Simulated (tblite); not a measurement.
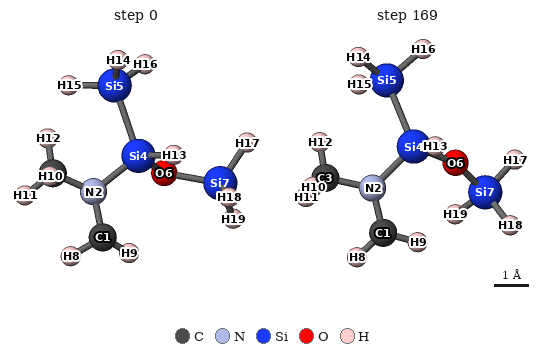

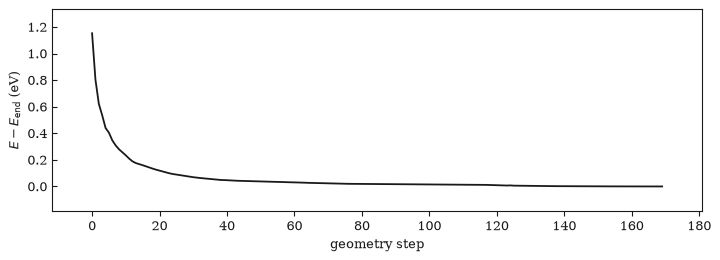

First and last geometry of a relaxation of C$_{2}$H$_{12}$NOSi$_{3}$ (multiplicity 2), with the history of the run. The picture is a ball-and-stick view, seen at a tilt.

All numbers below come from GFN2-xTB geometry optimisation, gas phase (tblite 0.8.0). 

### Read the history and describe the run.

It converged. The largest move after the best rigid fit is that of H19, 1.51 Å. Largest moves by element: H 1.51 Å, O 1.24 Å, Si 0.61 Å, N 0.30 Å, C 0.29 Å. Near-neighbour distances that change, for instance: Si4–Si7 2.856 → 3.199 Å, Si4–O6 1.722 → 1.627 Å, O6–Si7 1.707 → 1.617 Å, Si4–Si5 2.228 → 2.292 Å. Among the angles between lasting bonds that change: Si4–O6–Si7 112.8° → 160.9°, H8–C1–H9 108.1° → 120.7°, N2–C1–H8 106.4° → 119.0°. Groups turn about Si4–O6 by about 125°, O6–Si7 by about 115°. After 169 geometry steps the energy has fallen by 1.153 eV. The run took 1.6 s on 1 thread of Arm Neoverse V1, on a shared host.

```tsv
step	E − E(0), eV
0	0.0000
1	-0.3491
2	-0.5309
3	-0.6171
4	-0.7125
5	-0.7483
6	-0.8059
7	-0.8441
8	-0.8733
9	-0.8958
10	-0.9185
18	-1.0187
27	-1.0711
35	-1.0961
43	-1.1096
52	-1.1163
60	-1.1214
69	-1.1291
77	-1.1330
85	-1.1345
94	-1.1368
102	-1.1376
110	-1.1383
119	-1.1428
127	-1.1477
136	-1.1501
144	-1.1512
152	-1.1519
161	-1.1524
169	-1.1526
```
